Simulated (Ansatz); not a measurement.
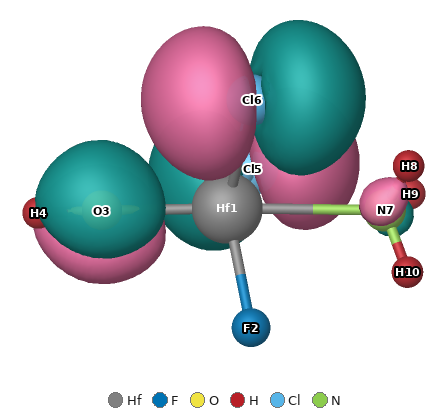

Figure 1: Cl2FH4HfNO. The HOMO at ±0.08 Å⁻³ᐟ² (teal and pink are the two phases), seen from one side.

Core potentials replace the inner electrons of Hf.

Computed with Ansatz, RKS LDA/def2-SVP.

```xyz
10

Hf   -0.1121   -0.1790    0.1492
F     0.2251   -0.1301    2.0306
O     1.6637   -0.4437   -0.4840
H     2.5688   -0.5938   -0.7919
Cl   -0.6219    1.8962   -0.8852
Cl   -1.1320   -2.1474   -0.7044
N    -2.3126    0.1272    1.0322
H    -2.9253   -0.6585    0.7621
H    -2.7339    1.0015    0.6801
H    -2.2860    0.1756    2.0627
```

**Where does this orbital lie, and at what energy?**

Its weight (Hirshfeld) is mainly on Cl5 (about 35 %), Cl6 (about 35 %) and O3 (about 25 %); largely a combination of lone pairs on Cl5, Cl6 and O3. Its energy is −7.23 eV.
